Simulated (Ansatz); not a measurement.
# One shape, several levels: SiNH3 (SMILES [N][SiH3])

Wanted: a comparison of 6 runs (U-r2SCAN/STO-3G, U-r2SCAN0/STO-3G, UB3LYP/STO-3G, UHSE06/STO-3G, UPBE0/STO-3G, UMP2/STO-3G) of SiNH3. 

The calculation is run with Ansatz 0.2.0.

51 further runs of the same task are left out: 5 that didn't finish, 46 set aside as unsound or not needed.

### 1 The molecule

SiNH3: 5 atoms, total charge 0, spin state triplet. SMILES: `[N][SiH3]`. The H3–Si2 distance was set to 3.689 Å, away from the relaxed value. At this shape a bond of the SMILES string is far longer than usual.

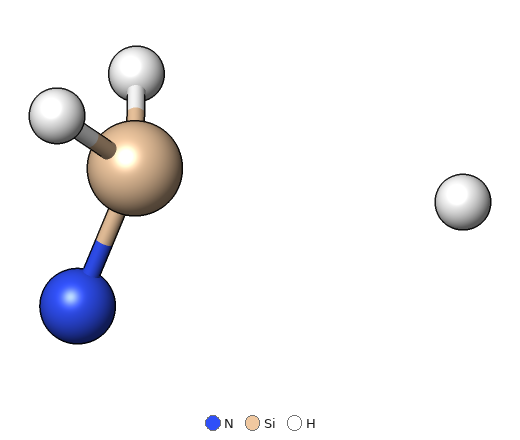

The structure, seen from a chosen angle (nitrogen blue, silicon light orange, hydrogen white).

### 2 A single-point energy at U-r2SCAN/STO-3G (run 1)

Input file input.yaml:

```yaml
crystal:
  periodic: [false, false, false]
  atoms:
    - {symbol: N, position_ang: [-1.618695, 0.800620, 2.641864]}
    - {symbol: Si, position_ang: [-0.071825, 0.463950, 2.158534]}
    - {symbol: H, position_ang: [0.064950, -0.313200, -1.445390]}
    - {symbol: H, position_ang: [0.473035, -0.696690, 2.889564]}
    - {symbol: H, position_ang: [0.824275, 1.610480, 2.404844]}
basis:
  gaussian:
    orbitals: STO-3G
magnetization:
  spin_polarized: true
  initial_magnetization: 2
hamiltonian:
  xc: r2scan
accuracy: high
```

Launch:

```sh
$ ansatz run input.yaml --threads 1 --pin off --max-ram 2610MiB --events-out events.jsonl --progress --plain --runs-dir runs
```

Log:

```text
Warning: RAYON_NUM_THREADS=1 ignored (pool sized by the plan → 1); use --threads N
Functional definition: r2SCAN
  name "r2SCAN"
  parameter k0 = 0.174
  parameter k1 = 0.065
  parameter a1 = 4.9479
  exchange = r2scan_x(k0 = k0, k1 = k1, a1 = a1)
  correlation = r2scan_c
286 factors; integrals over basis functions are off by at most 9.4e-9 eV
mean field evaluation 1: about -9290.1647 eV, gradient 2.7e1 eV
mean field evaluation 2: about -9233.2084 eV, gradient 7.3e1 eV
mean field evaluation 4: about -9296.5065 eV, gradient 3.2e0 eV
mean field evaluation 8: about -9296.5993 eV, gradient 2.3e-1 eV
mean field evaluation 16: about -9296.6064 eV, gradient 7.7e-4 eV
mean field evaluation 32: about -9296.3646 eV, gradient 2.6e0 eV
mean field -9296.60637300 eV, -341.6439827417 hartree, gradient 2.0e-8 eV, S^2 2.247151; 2 other end points of the search recorded, 0 dependent functions left out
reference -9296.60637401 eV, -341.6439827789 hartree; 13, 11 occupied and 4, 6 virtual orbitals, 286 factors
Total energy: -9296.60637401 eV, -341.6439827789 hartree
```

Run time: 5.4 s. Hardware: 1 thread of Arm Neoverse V1, shared host; peak memory 0.21 GiB.

### 3 The energy at U-r2SCAN0/STO-3G (run 2)

Input file run.yaml:

```yaml
basis:
  gaussian:
    orbitals: STO-3G
crystal:
  periodic: [false, false, false]
  atoms:
    - {symbol: "N", position_ang: [-1.618695, 0.800620, 2.641864]}
    - {symbol: Si, position_ang: [-0.071825, 0.463950, 2.158534]}
    - {symbol: H, position_ang: [0.064950, -0.313200, -1.445390]}
    - {symbol: H, position_ang: [0.473035, -0.696690, 2.889564]}
    - {symbol: H, position_ang: [0.824275, 1.610480, 2.404844]}
magnetization:
  spin_polarized: true
  initial_magnetization: 2
hamiltonian:
  xc: {name: r2SCAN0}
accuracy: high
```

Launch:

```sh
$ ansatz run run.yaml --threads 1 --pin off --max-ram 2610MiB --events-out events.jsonl --progress --plain --runs-dir runs
```

Log:

```text
Warning: RAYON_NUM_THREADS=1 ignored (pool sized by the plan → 1); use --threads N
Functional definition: r2SCAN0
  name "r2SCAN0"
  parameter a = 0.25
[... 3 set-up lines as earlier in the session ...]
  exchange = (1 - a)*r2scan_x(k0 = k0, k1 = k1, a1 = a1) + a*exact_x
[... 1 set-up line as earlier in the session ...]
286 factors; integrals over basis functions are off by at most 9.4e-9 eV
mean field evaluation 1: about -9290.7243 eV, gradient 2.5e1 eV
mean field evaluation 2: about -9275.5372 eV, gradient 4.8e1 eV
mean field evaluation 4: about -9296.3377 eV, gradient 1.6e0 eV
mean field evaluation 8: about -9296.5756 eV, gradient 5.0e-1 eV
mean field evaluation 16: about -9296.5671 eV, gradient 1.2e-3 eV
mean field evaluation 32: about -9296.0998 eV, gradient 4.4e-1 eV
mean field -9296.56709013 eV, -341.6425391229 hartree, gradient 5.6e-8 eV, S^2 2.473781; 1 other end points of the search recorded, 0 dependent functions left out
reference -9296.56709091 eV, -341.6425391513 hartree; 13, 11 occupied and 4, 6 virtual orbitals, 286 factors
Total energy: -9296.56709091 eV, -341.6425391513 hartree
```

Run time: 4.5 s. Hardware: 1 thread of Arm Neoverse V1, shared host; peak memory 0.21 GiB.

### 4 The energy at UB3LYP/STO-3G (run 3)

Input file run.yaml:

```yaml
crystal:
  periodic: [false, false, false]
  atoms:
    - symbol: N
      position_ang: [-1.618695, 0.800620, 2.641864]
    - symbol: Si
      position_ang: [-0.071825, 0.463950, 2.158534]
    - symbol: H
      position_ang: [0.064950, -0.313200, -1.445390]
    - symbol: H
      position_ang: [0.473035, -0.696690, 2.889564]
    - symbol: H
      position_ang: [0.824275, 1.610480, 2.404844]
basis:
  gaussian:
    orbitals: STO-3G
magnetization:
  spin_polarized: true
  initial_magnetization: 2
hamiltonian:
  xc: {name: B3LYP}
accuracy: high
```

Launch:

```sh
$ ansatz run run.yaml --threads 1 --pin off --max-ram 2610MiB --events-out events.jsonl --progress --plain --runs-dir runs
```

Log:

```text
Warning: RAYON_NUM_THREADS=1 ignored (pool sized by the plan → 1); use --threads N
Functional definition: B3LYP
  name "B3LYP"
  parameter a0 = 0.2
  parameter ax = 0.72
  parameter ac = 0.81
  exchange = (1 - a0 - ax)*slater_x + ax*b88_x + a0*exact_x
  correlation = (1 - ac)*vwn_rpa_c + ac*lyp_c
286 factors; integrals over basis functions are off by at most 9.4e-9 eV
mean field evaluation 1: about -9291.5034 eV, gradient 2.6e1 eV
mean field evaluation 2: about -9242.5173 eV, gradient 6.9e1 eV
mean field evaluation 4: about -9297.7273 eV, gradient 2.9e0 eV
mean field evaluation 8: about -9297.8559 eV, gradient 8.9e-2 eV
mean field evaluation 16: about -9297.8301 eV, gradient 1.2e-4 eV
mean field -9297.83008293 eV, -341.6889532523 hartree, gradient 6.1e-8 eV, S^2 2.239818; 0 other end points of the search recorded, 0 dependent functions left out
reference -9297.83011212 eV, -341.6889543248 hartree; 13, 11 occupied and 4, 6 virtual orbitals, 286 factors
Total energy: -9297.83011212 eV, -341.6889543248 hartree
```

Wall time 1.8 s (1 thread of Arm Neoverse V1, shared host); peak memory 0.12 GiB.

Runs 4 to 5 aren't shown in full; the table further down has their settings and results.

### 5 The energy at UMP2/STO-3G (run 6)

Input file in.yaml:

```yaml
crystal:
  periodic: [false, false, false]
  atoms:
    - {symbol: N, position_ang: [-1.618695, 0.800620, 2.641864]}
    - {symbol: Si, position_ang: [-0.071825, 0.463950, 2.158534]}
    - {symbol: H, position_ang: [0.064950, -0.313200, -1.445390]}
    - {symbol: H, position_ang: [0.473035, -0.696690, 2.889564]}
    - {symbol: H, position_ang: [0.824275, 1.610480, 2.404844]}
basis:
  gaussian:
    orbitals: STO-3G
magnetization:
  spin_polarized: true
  initial_magnetization: 2
correlation:
  method: mp2
  frozen_orbitals: {H: 0, "N": 1, Si: 5}
accuracy: high
```

Launch:

```sh
$ ansatz run in.yaml --threads 1 --pin off --max-ram 2610MiB --events-out events.jsonl --progress --plain --runs-dir runs
```

Log:

```text
Warning: RAYON_NUM_THREADS=1 ignored (pool sized by the plan → 1); use --threads N
Functional definition: HF
  name "HF"
  exchange = exact_x
  correlation = 0
286 factors; integrals over basis functions are off by at most 9.4e-9 eV
mean field evaluation 1: about -9270.1358 eV, gradient 2.0e1 eV
mean field evaluation 2: about -9270.1450 eV, gradient 2.0e1 eV
mean field evaluation 4: about -9274.5447 eV, gradient 3.3e0 eV
mean field evaluation 8: about -9274.2648 eV, gradient 4.6e-1 eV
mean field evaluation 16: about -9276.0033 eV, gradient 5.8e-5 eV
mean field evaluation 32: about -9276.0033 eV, gradient 1.5e-8 eV
mean field evaluation 64: about -9274.2561 eV, gradient 1.1e-1 eV
mean field -9276.00333682 eV, -340.8868351271 hartree, gradient 1.8e-8 eV, S^2 2.803575; 6 other end points of the search recorded, 0 dependent functions left out
6 core orbitals not correlated: weight in the atoms' cores, before any rotation towards them, 1.000 or more for the frozen orbitals, at most 0.000 for the correlated occupied ones
reference -9276.00333682 eV, -340.8868351271 hartree; 7, 5 occupied and 4, 6 virtual orbitals, 286 factors
second order -1.21363634 eV of doubles, -0.00000000 eV of singles
Total energy: -9277.21697316 eV, -340.9314354400 hartree
```

Run time: 0.22 s. Hardware: 1 thread of Arm Neoverse V1, shared host.

### 6 All runs side by side

| run | level | frozen core orbitals | energy (Eh) | ⟨S²⟩ | wall time |
| --- | --- | --- | --- | --- | --- |
| 1 | U-r2SCAN/STO-3G | – | -341.643983 | 2.247 | 5.4 s |
| 2 | U-r2SCAN0/STO-3G | – | -341.642539 | 2.474 | 4.5 s |
| 3 | UB3LYP/STO-3G | – | -341.688954 | 2.240 | 1.8 s |
| 4 | UHSE06/STO-3G | – | -341.498732 | 2.332 | 2.1 s |
| 5 | UPBE0/STO-3G | – | -341.507886 | 2.338 | 1.6 s |
| 6 | UMP2/STO-3G | 6 | -340.931435 | 2.804 | 0.22 s |

### 7 Outcome

| quantity | value |
| --- | --- |
| run 6: total energy | -340.93144 Eh |
| run 6: correlation energy (6 core orbitals frozen) | -44.6 mEh |
| run 6: ⟨S²⟩ of the reference determinant | 2.804 |

In words: Totals of different functionals can't be ranked against each other. In runs 1, 2, 3, 4, 5, 6 the basis is minimal, so the values are rough. Spin contamination of the reference: run 6 ⟨S²⟩ = 2.80, run 2 ⟨S²⟩ = 2.47, run 5 ⟨S²⟩ = 2.34, run 4 ⟨S²⟩ = 2.33, run 1 ⟨S²⟩ = 2.25, run 3 ⟨S²⟩ = 2.24. Where it is this large, the reference is a mixture of spin states, and values that rest on it are in doubt. All runs together took 16 s, the longest 5.4 s.
